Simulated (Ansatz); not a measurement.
# Ge2H4 (singlet): one geometry, many settings at a displaced geometry (v2)

What do other methods and options give for Ge2H4 (singlet) at this geometry, and how long do they take?

Program: Ansatz 0.2.0, Gaussian basis. Level of theory: the settings change from run to run. These are calculated values, not measurements.

15 further runs of the same task are left out: 6 that didn't finish, 9 set aside as unsound or not needed.

### Step 1. The system

The geometry is a PBE0/def2-TZVP stationary point (not a proven minimum) with its atoms shifted at random (size 0.100 Å). No spin-orbit coupling is included. The filled d shell of Ge may be among the frozen orbitals whatever the setting's name suggests; the logs give the count.

6 atoms, charge 0, spin multiplicity 1.

Atoms are counted from 1 here; the program's logs count them from 0.

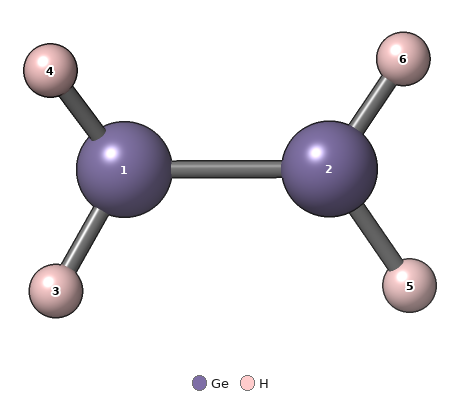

The geometry (germanium purple, hydrogen pink); atoms are numbered from 1 in the order of the file.

### Step 2. MP2 on RHF/cc-pVDZ

in.yaml reads:

```yaml
crystal:
  periodic: [false, false, false]
  atoms:
    - {symbol: Ge, position_ang: [0.032863, -0.002184, 1.127583]}
    - {symbol: Ge, position_ang: [-0.034935, 0.006190, -1.125670]}
    - {symbol: H, position_ang: [0.468728, -1.283689, 1.847769]}
    - {symbol: H, position_ang: [0.551837, 1.175952, 1.865983]}
    - {symbol: H, position_ang: [-0.502384, -1.358091, -1.935292]}
    - {symbol: H, position_ang: [-0.368854, 1.177082, -1.916326]}
basis:
  gaussian: {orbitals: cc-pVDZ}
magnetization: {spin_polarized: false}
correlation: {method: mp2, electrons: outside_noble_gas}
```

On the command line:

```sh
$ ansatz run in.yaml --threads 1 --pin off --events-out ev --progress --plain --max-ram 2393MiB
```

The log of the run:

```text
Functional definition: HF
  name "HF"
  cite "Fock, Z. Phys. 61, 126 (1930) doi:10.1007/BF01340294"
  parent pbe
  exchange = exact_x
  correlation = 0
826 factors; integrals over basis functions are off by at most 1.0e-3 eV
mean field evaluation 1: about -113006.3286 eV, gradient 1.1e1 eV
mean field evaluation 2: about -113006.3331 eV, gradient 1.1e1 eV
mean field evaluation 4: about -113007.0340 eV, gradient 6.6e-1 eV
mean field evaluation 8: about -113007.0369 eV, gradient 2.8e-5 eV
mean field -113007.03687017 eV, -4152.9320060581 hartree, gradient 2.5e-6 eV, S^2 0.000000; 0 other end points of the search recorded, 0 dependent functions left out; unrestricted orbitals would lower it
28 core orbitals not correlated: weight in the atoms' cores, before any rotation towards them, 0.999 or more for the frozen orbitals, at most 0.001 for the correlated occupied ones
reference -113007.03687017 eV, -4152.9320060581 hartree; 6, 6 occupied and 40, 40 virtual orbitals, 826 factors
second order -5.19222069 eV of doubles, -0.00000000 eV of singles
Total energy: -113012.22909086 eV, -4153.1228166491 hartree
```

It took 1.8 s on 1 thread of Arm Neoverse V1, shared host.

### Step 3. CASSCF(2,2)/STO-3G

in.yaml: that of step 2 with these lines changed.

```diff
@@ -10,4 +10,4 @@
 basis:
-  gaussian: {orbitals: cc-pVDZ}
-magnetization: {spin_polarized: false}
-correlation: {method: mp2, electrons: outside_noble_gas}
+  gaussian: {orbitals: STO-3G}
+correlation: {active_space: {window: {electrons: 2, orbitals: 2}}}
+output: {forces: true}
```

The command is unchanged.

The log of the run, shortened:

```text
Functional definition: HF
  name "HF"
  cite "Fock, Z. Phys. 61, 126 (1930) doi:10.1007/BF01340294"
  parent pbe
[...]
405 factors; integrals over basis functions are off by at most 2.5e-5 eV
[...]
mean field -111723.50829608 eV, -4105.7632009670 hartree, gradient 2.1e-6 eV, S^2 0.000000; 0 other end points of the search recorded, 0 dependent functions left out
reference -111723.50829608 eV, -4105.7632009670 hartree; 34, 34 occupied and 6, 6 virtual orbitals, 405 factors
state -111724.63445081 eV, -4105.8045863900 hartree
[...]
Total energy: -111724.63445081 eV, -4105.8045863900 hartree
Atom 0 at     0.032863    -0.002184     1.127583 Å, force     0.338849    -0.682168    -0.197561 eV/Å
Atom 1 at    -0.034935     0.006190    -1.125670 Å, force    -0.272639    -2.422823    -0.401151 eV/Å
Atom 2 at     0.468728    -1.283689     1.847769 Å, force    -0.479217     1.758022    -1.147832 eV/Å
Atom 3 at     0.551837     1.175952     1.865983 Å, force    -0.318445    -1.053369    -0.839428 eV/Å
Atom 4 at    -0.502384    -1.358091    -1.935292 Å, force     0.823050     3.047468     1.950502 eV/Å
Atom 5 at    -0.368854     1.177082    -1.916326 Å, force    -0.091598    -0.647130     0.635470 eV/Å
Dipole moment:    -0.017132     0.029808     0.002402 e Å
```

Wall time 0.9 s (1 thread of Arm Neoverse V1, shared host).

From the report: 4 determinants; active occupations 1.77, 0.23.

### Step 4. HF/cc-pVDZ

in.yaml: that of step 3 with these lines changed.

```diff
@@ -10,4 +10,7 @@
 basis:
-  gaussian: {orbitals: STO-3G}
-correlation: {active_space: {window: {electrons: 2, orbitals: 2}}}
-output: {forces: true}
+  gaussian: {orbitals: cc-pVDZ}
+magnetization: {spin_polarized: false}
+hamiltonian: {xc: hf, pseudopotentials: {relativity: scalar}}
+accuracy: high
+scf: {lower_state_search: off}
+output: {orbitals: {seedname: orbitals}}
```

Same command.

The log of the run:

```text
Functional definition: HF
  name "HF"
  cite "Fock, Z. Phys. 61, 126 (1930) doi:10.1007/BF01340294"
  parent pbe
  exchange = exact_x
  correlation = 0
these checks for a lower state are left out or cut short: stability, starts, cluster_reference, orbital_swaps, neighbouring_geometries, increment
1633 factors; integrals over basis functions are off by at most 4.4e-9 eV
mean field evaluation 1: about -113937.7850 eV, gradient 1.1e1 eV
mean field evaluation 2: about -113937.7963 eV, gradient 1.1e1 eV
mean field evaluation 4: about -113938.4891 eV, gradient 6.5e-1 eV
mean field evaluation 8: about -113938.4911 eV, gradient 3.1e-5 eV
mean field -113938.49113651 eV, -4187.1623189836 hartree, gradient 1.5e-8 eV, S^2 0.000000; 0 other end points of the search recorded, 0 dependent functions left out
reference -113938.49113651 eV, -4187.1623189836 hartree; 34, 34 occupied and 40, 40 virtual orbitals, 1633 factors
Total energy: -113938.49113651 eV, -4187.1623189836 hartree
Relativity: scalar
Checks for a lower state left out: stability, starts, cluster_reference, orbital_swaps, neighbouring_geometries, increment
```

Run time: 3 s. Hardware: 1 thread of Arm Neoverse V1, shared host.

### Step 5. CCSD on RHF/def2-mTZVP

in.yaml: that of step 4 with these lines changed.

```diff
@@ -10,7 +10,4 @@
 basis:
-  gaussian: {orbitals: cc-pVDZ}
+  gaussian: {orbitals: def2-mTZVP}
 magnetization: {spin_polarized: false}
-hamiltonian: {xc: hf, pseudopotentials: {relativity: scalar}}
-accuracy: high
-scf: {lower_state_search: off}
-output: {orbitals: {seedname: orbitals}}
+correlation: {method: ccsd, electrons: outside_noble_gas}
```

The command is unchanged.

The log of the run, shortened:

```text
Functional definition: HF
  name "HF"
  cite "Fock, Z. Phys. 61, 126 (1930) doi:10.1007/BF01340294"
  parent pbe
[...]
824 factors; integrals over basis functions are off by at most 5.7e-4 eV
[...]
mean field -113008.46014901 eV, -4152.9843105908 hartree, gradient 1.4e-6 eV, S^2 0.000000; 1 other end points of the search recorded, 0 dependent functions left out; unrestricted orbitals would lower it
28 core orbitals not correlated: weight in the atoms' cores, before any rotation towards them, 0.999 or more for the frozen orbitals, at most 0.001 for the correlated occupied ones
reference -113008.46014901 eV, -4152.9843105908 hartree; 6, 6 occupied and 50, 50 virtual orbitals, 824 factors
second order -4.61880258 eV of doubles, -0.00000000 eV of singles
cycle   1  -5.27945847 eV  change   -6.6e-1 eV  update   8.6e-2
[...]
cycle   9  -5.65596463 eV  change    1.0e-5 eV  update   1.3e-5
Total energy: -113014.11611364 eV, -4153.1921634570 hartree
```

Wall time 2.8 s (1 thread of Arm Neoverse V1, shared host).

From the report: correlation -5.6560 eV; T1 0.019; largest double amplitude 0.19.

### Step 6. CCSD(T)/cc-pVDZ

in.yaml: that of step 5 with these lines changed.

```diff
@@ -10,4 +10,6 @@
 basis:
-  gaussian: {orbitals: def2-mTZVP}
-magnetization: {spin_polarized: false}
-correlation: {method: ccsd, electrons: outside_noble_gas}
+  gaussian: {orbitals: cc-pVDZ}
+magnetization: {spin_polarized: true, initial_magnetization: 0}
+hamiltonian: {xc: {name: B3LYP}}
+correlation: {method: ccsd_t, electrons: outside_noble_gas}
+output: {forces: true}
```

The command is unchanged.

The log of the run, shortened:

```text
Functional definition: B3LYP
  name "B3LYP"
  cite "Stephens, Devlin, Chabalowski & Frisch, J. Phys. Chem. 98, 11623 (1994) doi:10.1021/j100096a001"
  cite "Becke, Phys. Rev. A 38, 3098 (1988) doi:10.1103/PhysRevA.38.3098"
  cite "Lee, Yang & Parr, Phys. Rev. B 37, 785 (1988) doi:10.1103/PhysRevB.37.785"
  cite "Vosko, Wilk & Nusair, Can. J. Phys. 58, 1200 (1980) doi:10.1139/p80-159"
[...]
826 factors; integrals over basis functions are off by at most 1.0e-3 eV
[...]
mean field -113101.05328083 eV, -4156.3870454230 hartree, gradient 3.6e-6 eV, S^2 0.000000; 2 other end points of the search recorded, 0 dependent functions left out
28 core orbitals not correlated: weight in the atoms' cores, before any rotation towards them, 0.999 or more for the frozen orbitals, at most 0.000 for the correlated occupied ones
reference -113006.30959946 eV, -4152.9052793525 hartree; 6, 6 occupied and 40, 40 virtual orbitals, 826 factors
second order -5.51059522 eV of doubles, -0.29765884 eV of singles
cycle   1  -6.39183490 eV  change   -5.9e-1 eV  update   7.4e-2
[...]
cycle  13  -6.69966672 eV  change    4.4e-8 eV  update   1.2e-7
perturbative correction -0.25302075 eV, -0.0092983409 hartree
[...]
Total energy: -113013.26228693 eV, -4153.1607859041 hartree
Atom 0 at     0.032863    -0.002184     1.127583 Å, force    -0.524229    -0.770324     0.181329 eV/Å
Atom 1 at    -0.034935     0.006190    -1.125670 Å, force     0.278576    -2.755741    -0.519100 eV/Å
Atom 2 at     0.468728    -1.283689     1.847769 Å, force     0.019962    -0.209586    -0.029824 eV/Å
Atom 3 at     0.551837     1.175952     1.865983 Å, force     0.393384     0.985869     0.451329 eV/Å
Atom 4 at    -0.502384    -1.358091    -1.935292 Å, force     0.354044     1.180232     0.817664 eV/Å
Atom 5 at    -0.368854     1.177082    -1.916326 Å, force    -0.521738     1.569550    -0.901397 eV/Å
Dipole moment:     0.001428     0.065149     0.001594 e Å
```

It took 22 s on 1 thread of Arm Neoverse V1, shared host.

From the report: ⟨S²⟩ of the determinant 0.000 (pure singlet: 0.00); correlation -6.9527 eV; T1 0.018; largest double amplitude 0.19. The orbitals are Kohn-Sham ones, so correlation energy and T1 don't compare with those on Hartree-Fock orbitals.

### Step 7. CCSD on UHF/cc-pVDZ

in.yaml: that of step 6 with these lines changed.

```diff
@@ -12,4 +12,2 @@
 magnetization: {spin_polarized: true, initial_magnetization: 0}
-hamiltonian: {xc: {name: B3LYP}}
-correlation: {method: ccsd_t, electrons: outside_noble_gas}
-output: {forces: true}
+correlation: {method: ccsd, electrons: outside_noble_gas}
```

Same command.

The log of the run, shortened:

```text
Functional definition: HF
  name "HF"
  cite "Fock, Z. Phys. 61, 126 (1930) doi:10.1007/BF01340294"
  parent pbe
[...]
826 factors; integrals over basis functions are off by at most 1.0e-3 eV
[...]
mean field -113007.25203875 eV, -4152.9399133576 hartree, gradient 1.6e-6 eV, S^2 0.545601; 5 other end points of the search recorded, 0 dependent functions left out
determinant -113007.25203875 eV, -4152.9399133576 hartree, with singles and doubles -113013.31981949 eV, -4153.1629001868 hartree
determinant -113004.10541409 eV, -4152.8242770341 hartree, with singles and doubles -113011.19458502 eV, -4153.0847992605 hartree
determinant -113007.03687017 eV, -4152.9320060581 hartree, with singles and doubles -113013.36680266 eV, -4153.1646267864 hartree
28 core orbitals not correlated: weight in the atoms' cores, before any rotation towards them, 0.999 or more for the frozen orbitals, at most 0.001 for the correlated occupied ones
reference -113007.25203875 eV, -4152.9399133576 hartree; 6, 6 occupied and 40, 40 virtual orbitals, 826 factors
second order -4.70132473 eV of doubles, -0.00000000 eV of singles
cycle   1  -6.06861876 eV  change   -8.4e-4 eV  update   3.6e-3
[...]
cycle   9  -6.07628930 eV  change   -2.7e-6 eV  update   7.5e-6
Total energy: -113013.32832805 eV, -4153.1632128706 hartree
```

Run time: 15 s. Hardware: 1 thread of Arm Neoverse V1, shared host.

From the report: ⟨S²⟩ of the determinant 0.546 (pure singlet: 0.00); correlation -6.0763 eV; T1 0.072; largest double amplitude 0.21. The determinant is far from a pure spin state, so its energy mixes those of several spin states (harmless only where they are near-degenerate, as at dissociation).

### Step 8. All runs side by side

Where basis and cores are those of an earlier RCCSDT(Q)/cc-pVDZ run (-113013.6519 eV), and the state is the same kind, the miss against it is given.

| level | correlated | functions | energy (eV) | from RCCSDT(Q) (meV) | time |
| --- | --- | --- | --- | --- | --- |
| MP2 on RHF/cc-pVDZ | outside noble gas | 74 | -113012.2291 | 1422.9 | 1.8 s |
| CASSCF(2,2)/STO-3G |  | 40 | -111724.6345 |  | 0.9 s |
| HF/cc-pVDZ (relativity set) |  | 74 | -113938.4911 |  | 3 s |
| CCSD on RHF/def2-mTZVP | outside noble gas | 84 | -113014.1161 |  | 2.8 s |
| CCSD(T)/cc-pVDZ (on B3LYP orbitals) | outside noble gas | 74 | -113013.2623 | 389.7 | 22 s |
| CCSD on UHF/cc-pVDZ | outside noble gas | 74 | -113013.3283 | 323.6 | 15 s |

### Step 9. Outcome

```
quantity                                      value
    runs                                          6
quickest                  CASSCF(2,2)/STO-3G, 0.9 s
 slowest  CCSD(T)/cc-pVDZ (on B3LYP orbitals), 22 s
```

In words: Total energies in different bases, with other cores or another treatment of relativity can't be set against each other. CCSD(T)/cc-pVDZ (on B3LYP orbitals) took 24 times as long as CASSCF(2,2)/STO-3G; the jobs differ in more than the method. Among the correlated runs with a miss given, it spans +324 to +1423 meV. Cores frozen from Kohn-Sham orbitals shift the total energy.
